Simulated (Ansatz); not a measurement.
**C2H3Cl2Si (SMILES [H]/[C]=C/[SiH](Cl)Cl): UBLYP/def2-SVP**

Aim: the electronic atomisation energy of C2H3Cl2Si at UBLYP/def2-SVP, from 5 runs. 

The calculation is run with Ansatz 0.2.0.

61 further runs of the same task are left out: 61 set aside as unsound or not needed.

## 1. Starting point

C2H3Cl2Si: 8 atoms, total charge 0, spin state doublet. SMILES: `[H]/[C]=C/[SiH](Cl)Cl`. The coordinates come from a PBE0-D4/def2-TZVP relaxation. This is one conformer, not always the lowest.

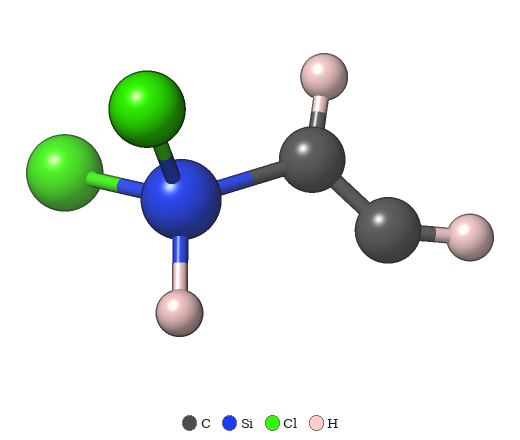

Viewed from a chosen angle; carbon dark grey, silicon blue, chlorine green, hydrogen pink.

## 2. A single-point energy at UBLYP/def2-SVP

Input file molecule.yaml:

```yaml
crystal:
  periodic: [false, false, false]
  atoms:
    - {symbol: C, position_ang: [-0.467200, 1.549800, 0.659300]}
    - {symbol: C, position_ang: [-0.193600, 0.279100, 0.737900]}
    - {symbol: Si, position_ang: [0.301600, -0.635800, -0.791100]}
    - {symbol: Cl, position_ang: [-1.013100, -2.166600, -1.130900]}
    - {symbol: Cl, position_ang: [2.164100, -1.443500, -0.534600]}
    - {symbol: H, position_ang: [-0.772500, 2.376400, 1.285600]}
    - {symbol: H, position_ang: [-0.249600, -0.262100, 1.689000]}
    - {symbol: H, position_ang: [0.322500, 0.245600, -1.971100]}
basis:
  gaussian: {orbitals: def2-SVP}
magnetization: {spin_polarized: true, initial_magnetization: 1}
hamiltonian: {xc: {name: BLYP}}
accuracy: high
output: {orbitals: {seedname: orbitals}}
```

Command:

```bash
$ ansatz run molecule.yaml --threads 1 --pin off --max-ram 3480MiB --events-out events.jsonl --progress --plain --runs-dir runs
```

Output:

```text
Warning: RAYON_NUM_THREADS=1 ignored (pool sized by the plan → 1); use --threads N
Functional definition: BLYP
  name "BLYP"
  parameter beta = 0.0042
  parameter a = 0.04918
  parameter b = 0.132
  parameter c = 0.2533
  parameter d = 0.349
  exchange = b88_x(beta = beta)
  correlation = lyp_c(a = a, b = b, c = c, d = d)
2058 factors; integrals over basis functions are off by at most 5.3e-9 eV
mean field evaluation 1: about -35025.2942 eV, gradient 3.5e1 eV
mean field evaluation 2: about -35012.5582 eV, gradient 5.7e1 eV
mean field evaluation 4: about -35031.9777 eV, gradient 7.9e0 eV
mean field evaluation 8: about -35032.3124 eV, gradient 3.4e-1 eV
mean field evaluation 16: about -35032.3133 eV, gradient 1.6e-4 eV
mean field -35032.31326296 eV, -1287.4137666592 hartree, gradient 7.1e-8 eV, S^2 0.756073; 0 other end points of the search recorded, 0 dependent functions left out
reference -35032.31331759 eV, -1287.4137686667 hartree; 32, 31 occupied and 65, 66 virtual orbitals, 2058 factors
Total energy: -35032.31331759 eV, -1287.4137686667 hartree
```

Run time: 13 s. Hardware: 1 thread of Arm Neoverse V1, shared host; peak memory 0.32 GiB.

## 3. The C atom at the same level

Input file job.yaml:

```yaml
crystal:
  periodic: [false, false, false]
  atoms:
    - {symbol: C, position_ang: [0.000000, 0.000000, 0.000000]}
basis:
  gaussian: {orbitals: def2-SVP}
magnetization: {spin_polarized: true, initial_magnetization: 2}
hamiltonian: {xc: {name: BLYP}}
accuracy: high
```

Command:

```bash
$ ansatz run job.yaml --threads 1 --pin off --max-ram 3480MiB --events-out events.jsonl --progress --plain --runs-dir runs
```

Output:

```text
Warning: RAYON_NUM_THREADS=1 ignored (pool sized by the plan → 1); use --threads N
Functional definition: BLYP
  name "BLYP"
  parameter beta = 0.0042
  parameter a = 0.04918
  parameter b = 0.132
  parameter c = 0.2533
  parameter d = 0.349
  exchange = b88_x(beta = beta)
  correlation = lyp_c(a = a, b = b, c = c, d = d)
95 factors; integrals over basis functions are off by at most 1.9e-9 eV
mean field evaluation 1: about -1028.4311 eV, gradient 5.0e0 eV
mean field evaluation 2: about -1028.5374 eV, gradient 3.1e0 eV
mean field evaluation 4: about -1028.6092 eV, gradient 2.2e-1 eV
mean field evaluation 8: about -1028.6094 eV, gradient 1.9e-5 eV
mean field evaluation 16: about -1028.6094 eV, gradient 5.2e-2 eV
mean field evaluation 32: about -1028.6095 eV, gradient 5.2e-2 eV
mean field -1028.60939123 eV, -37.8006979111 hartree, gradient 8.7e-8 eV, S^2 2.002222; 8 other end points of the search recorded, 0 dependent functions left out
reference -1028.60941866 eV, -37.8006989194 hartree; 4, 2 occupied and 10, 12 virtual orbitals, 95 factors
Total energy: -1028.60941866 eV, -37.8006989194 hartree
```

Wall time 0.8 s (1 thread of Arm Neoverse V1, shared host).

## 4. The Cl atom at the same level

Input file input.yaml:

```yaml
crystal:
  periodic: [false, false, false]
  atoms:
    - {symbol: Cl, position_ang: [0.000000, 0.000000, 0.000000]}
basis:
  gaussian:
    orbitals: def2-SVP
accuracy: high
hamiltonian:
  xc: {name: BLYP}
magnetization:
  spin_polarized: true
  initial_magnetization: 1
```

Command:

```bash
$ ansatz run input.yaml --threads 1 --pin off --max-ram 3480MiB --events-out events.jsonl --progress --plain --runs-dir runs
```

Output:

```text
Warning: RAYON_NUM_THREADS=1 ignored (pool sized by the plan → 1); use --threads N
Functional definition: BLYP
  name "BLYP"
  parameter beta = 0.0042
  parameter a = 0.04918
  parameter b = 0.132
  parameter c = 0.2533
  parameter d = 0.349
  exchange = b88_x(beta = beta)
  correlation = lyp_c(a = a, b = b, c = c, d = d)
134 factors; integrals over basis functions are off by at most 2.6e-9 eV
mean field evaluation 1: about -12516.8028 eV, gradient 3.5e0 eV
mean field evaluation 2: about -12516.8588 eV, gradient 1.9e0 eV
mean field evaluation 4: about -12516.8740 eV, gradient 3.3e-1 eV
mean field evaluation 8: about -12516.8741 eV, gradient 1.9e-3 eV
mean field evaluation 16: about -12516.8741 eV, gradient 1.8e-8 eV
mean field evaluation 32: about -12516.8742 eV, gradient 9.2e-2 eV
mean field -12516.87411507 eV, -459.9866394869 hartree, gradient 4.7e-9 eV, S^2 0.751345; 2 other end points of the search recorded, 0 dependent functions left out
reference -12516.87413640 eV, -459.9866402709 hartree; 9, 8 occupied and 9, 10 virtual orbitals, 134 factors
Total energy: -12516.87413640 eV, -459.9866402709 hartree
```

It took 0.97 s on 1 thread of Arm Neoverse V1, shared host.

## 5. The H atom, same level

Input file run.yaml:

```yaml
basis:
  gaussian: {orbitals: def2-SVP}
crystal:
  periodic: [false, false, false]
  atoms:
    - {symbol: H, position_ang: [0.000000, 0.000000, 0.000000]}
magnetization: {spin_polarized: true, initial_magnetization: 1}
hamiltonian: {xc: {name: BLYP}}
accuracy: high
```

Run the same way, it converges to -0.49640 Eh (log not shown).

## 6. The Si atom, same level

Input file molecule.yaml:

```yaml
crystal:
  periodic: [false, false, false]
  atoms:
    - {symbol: Si, position_ang: [0.000000, 0.000000, 0.000000]}
basis:
  gaussian: {orbitals: def2-SVP}
magnetization: {spin_polarized: true, initial_magnetization: 2}
hamiltonian: {xc: {name: BLYP}}
accuracy: high
```

Run the same way, it converges to -289.27769 Eh (log not shown).

## 7. Summary of results

At UBLYP/def2-SVP:

| quantity | value |
| --- | --- |
| molecule: total energy | -1287.41377 Eh |
| molecule: HOMO energy (highest over α and β) | -5.36 eV |
| molecule: LUMO energy (lowest over α and β) | -3.34 eV |
| molecule: ⟨S²⟩ | 0.756 |
| C atom: total energy | -37.80070 Eh |
| C atom: ⟨S²⟩ | 2.002 |
| Cl atom: total energy | -459.98664 Eh |
| Cl atom: ⟨S²⟩ | 0.751 |
| H atom: total energy | -0.49640 Eh |
| H atom: ⟨S²⟩ | 0.750 |
| Si atom: total energy | -289.27769 Eh |
| Si atom: ⟨S²⟩ | 2.002 |
| electronic atomisation energy | 29.176 eV |

Taking the molecule apart into free atoms costs 29.18 eV (2815 kJ/mol), before zero-point energy and without spin-orbit coupling.
